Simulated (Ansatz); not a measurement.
# CH7AlClNSi: rigid torsion scan

A script is to give a rigid torsion scan; the system is CH7AlClNSi.

Program: the Python package of Ansatz 0.2.0. Level of theory: Hartree-Fock/6-31G*. These are calculated values, not measurements.

## Step 1: The structure

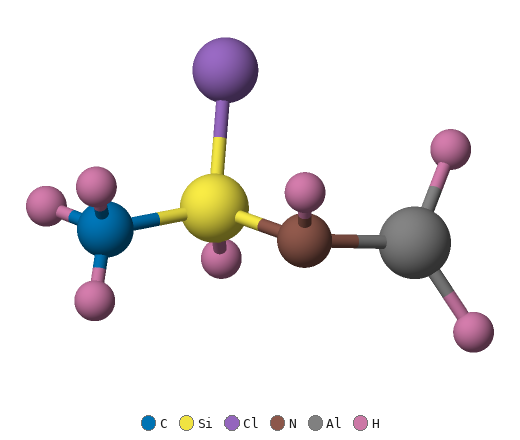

The structure that the script starts from, seen from a chosen angle (carbon blue, silicon yellow, chlorine purple, nitrogen brown, aluminium grey, hydrogen pink).

The script holds or builds the structure itself.

## Step 2: Script

Contents of run_torsion.py:

```python
"""Rigid torsion scan of CH7AlClNSi."""

import ansatz
from ase import Atoms

atoms = Atoms(["C", "Si", "Cl", "N", "Al", "H", "H", "H", "H", "H", "H", "H"], positions=[
    (-1.9024, 0.8397, -0.3216),
    (-0.1397, 0.4535, -0.4052),
    (0.9504, 2.1419, 0.1362),
    (0.2642, -0.8902, 0.7154),
    (1.9679, -1.5398, 0.3725),
    (-2.1601, 1.7394, -1.0296),
    (-2.5239, 0.0021, -0.6261),
    (-2.181, 1.2013, 0.6937),
    (0.2065, 0.0831, -1.7399),
    (0.1764, -0.5088, 1.7109),
    (2.1977, -3.0575, 0.006),
    (3.2209, -0.5198, 0.5217),
])

# relax first, so that the scan starts from a minimum
first = ansatz.Crystal.molecule_from_ase(atoms).calculation()
first = first.basis(gaussian="6-31G*")
first = first.functional("hf")
first = first.relax(force_tolerance=0.02, max_steps=80)
atoms.positions = first.run().report["positions_ang"]

start = atoms.get_dihedral(0, 1, 3, 4)
energies = {}
for turn in range(0, 360, 40):
    turned = atoms.copy()
    turned.set_dihedral(0, 1, 3, 4, start + turn, indices=[3, 4, 9, 10, 11])
    calculation = (
        ansatz.Crystal.molecule_from_ase(turned).calculation()
        .basis(gaussian="6-31G*")
        .functional("hf")
    )
    energies[round((start + turn) % 360)] = calculation.run().report["free_energy_ev"]
floor = min(energies.values())
print("dihedral C0-Si1-N3-Al4 (deg)   E - E(min) (kJ/mol)")
for angle, e in sorted(energies.items()):
    print(f"{angle:8d} {96.485332 * (e - floor):14.3f}  " + "#" * int(30 * (e - floor) / max(max(energies.values()) - floor, 1e-9)))
```

## Step 3: The run

Launch:

```sh
> python run_torsion.py
```

Standard output:

```text
dihedral C0-Si1-N3-Al4 (deg)   E - E(min) (kJ/mol)
      23          6.490  #############
      63         10.382  #####################
     103          5.158  ##########
     143          0.000
     183          5.231  ##########
     223         14.343  #############################
     263         14.403  ##############################
     303          6.136  ############
     343          2.896  ######
```

It took 1.8 min on 1 thread of Arm Neoverse V2, shared host; peak memory 0.29 GiB.

## Step 4: How the relaxation of run 0 went

Step by step:

```
step  E - E(step 1) (eV)  largest force component (eV/Å)
   1              0.0000                          2.9973
   2             -0.4482                          1.5163
   3             -0.5929                          0.5279
   4             -0.6189                          1.0314
   5             -0.7271                          0.3496
   6             -0.7977                          0.7795
   7             -0.8709                          0.5704
   8             -0.9340                          0.3035
   9             -0.9824                          0.2209
  10             -1.0138                          0.1251
  11             -1.0239                          0.4596
  12             -1.0352                          0.1137
  13             -1.0323                          0.2584
  14             -1.0381                          0.1367
  15             -1.0398                          0.1957
  16             -1.0456                          0.0478
  17             -1.0454                          0.1433
  18             -1.0465                          0.0254
  19             -1.0475                          0.0478
  20             -1.0479                          0.0490
  21             -1.0482                          0.0330
  22             -1.0477                          0.0569
  23             -1.0483                          0.0116
```

Step 1 is the start. Steps 13, 17, 22 were tried and not accepted.

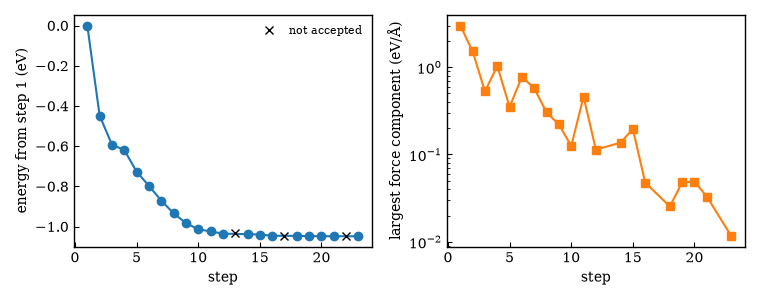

Energy and largest force along the relaxation.

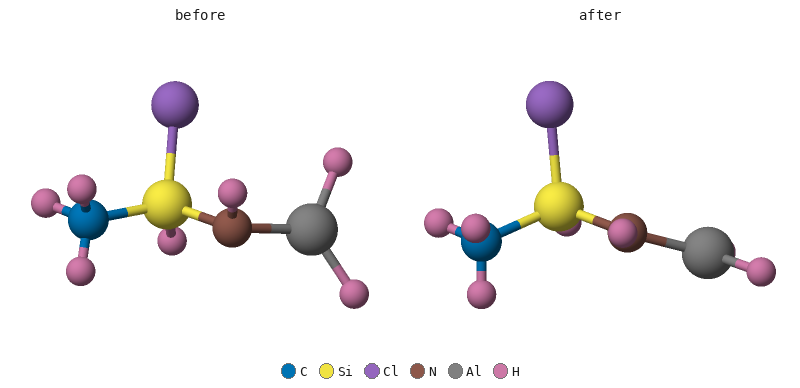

The structure before (left) and after (right) the relaxation, drawn at the same scale.

Before: Bond lengths: C1–Si2 1.806 Å, Si2–Cl3 2.081 Å, Si2–N4 1.796 Å, N4–Al5 1.855 Å, C1–H6 1.174 Å, C1–H7 1.087 Å, C1–H8 1.113 Å, Si2–H9 1.428 Å, N4–H10 1.070 Å, Al5–H11 1.578 Å, Al5–H12 1.623 Å. Angles (14 of 18 angles, heavy atoms first): C1–Si2–Cl3 109.0°, C1–Si2–N4 110.5°, Cl3–Si2–N4 109.1°, Si2–N4–Al5 110.7°, C1–Si2–H9 109.6°, Cl3–Si2–H9 109.1°, N4–Si2–H9 109.6°, Si2–C1–H6 110.5°, Si2–C1–H7 112.4°, Si2–C1–H8 110.8°, Si2–N4–H10 107.2°, Al5–N4–H10 111.9°, N4–Al5–H11 120.9°, N4–Al5–H12 118.2°.

After: Bond lengths: C1–Si2 1.873 Å, Si2–Cl3 2.092 Å, Si2–N4 1.714 Å, N4–Al5 1.798 Å, C1–H6 1.085 Å, C1–H7 1.087 Å, C1–H8 1.087 Å, Si2–H9 1.467 Å, N4–H10 1.004 Å, Al5–H11 1.580 Å, Al5–H12 1.577 Å. Angles (14 of 18 angles, heavy atoms first): C1–Si2–Cl3 106.4°, C1–Si2–N4 112.8°, Cl3–Si2–N4 111.1°, Si2–N4–Al5 130.9°, C1–Si2–H9 112.5°, Cl3–Si2–H9 105.4°, N4–Si2–H9 108.4°, Si2–C1–H6 111.2°, Si2–C1–H7 110.4°, Si2–C1–H8 111.4°, Si2–N4–H10 114.2°, Al5–N4–H10 114.7°, N4–Al5–H11 117.2°, N4–Al5–H12 118.8°.

Run 0 is this relaxation; the runs after it count from 1.

## Step 5: The engine's runs

From the records of these 9 runs:

| run | turn (°) | energy from run 1 (eV) | SCF cycles | CPU time (s) |
| --- | --- | --- | --- | --- |
| 1 | 0 | 0.0000 | 11 | 1.5 |
| 2 | 40 | 0.0542 | 11 | 1.5 |
| 3 | 80 | 0.1487 | 11 | 1.5 |
| 4 | 120 | 0.1493 | 11 | 1.5 |
| 5 | 160 | 0.0636 | 11 | 1.5 |
| 6 | 200 | 0.0300 | 11 | 1.5 |
| 7 | 240 | 0.0673 | 11 | 1.5 |
| 8 | 280 | 0.1076 | 11 | 1.5 |
| 9 | 320 | 0.0535 | 11 | 1.5 |

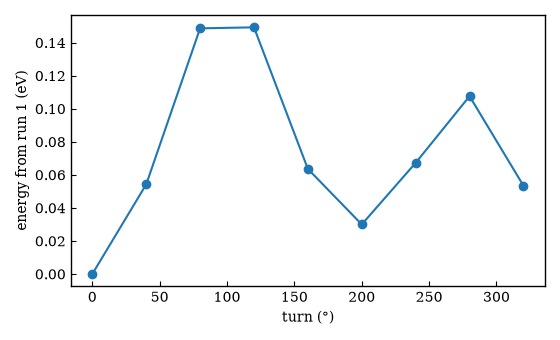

Energy against turn; lines join the points.

## Step 6: Results

| quantity | value |
| --- | --- |
| runs compared | 9 |
| range of energy | 0.149 eV |
| lowest point, turn (°) | 0 |

In words: The lowest point lies at a turn of 0°, the highest 0.149 eV (14.4 kJ/mol) above it at 120°. The grid can miss the true lowest and highest points, and the rest of the molecule is held rigid. Run 0: After 19 moves the largest shift is 1.704 Å, of atom 12 (H). So large a move can change the bonding: the results belong to the relaxed structure. The scan is rigid and the energies are electronic, in a modest basis. With rigid groups the curve can differ much from the relaxed path, the start wasn't checked as a minimum of this torsion, and equivalent turns needn't return to the same energy.
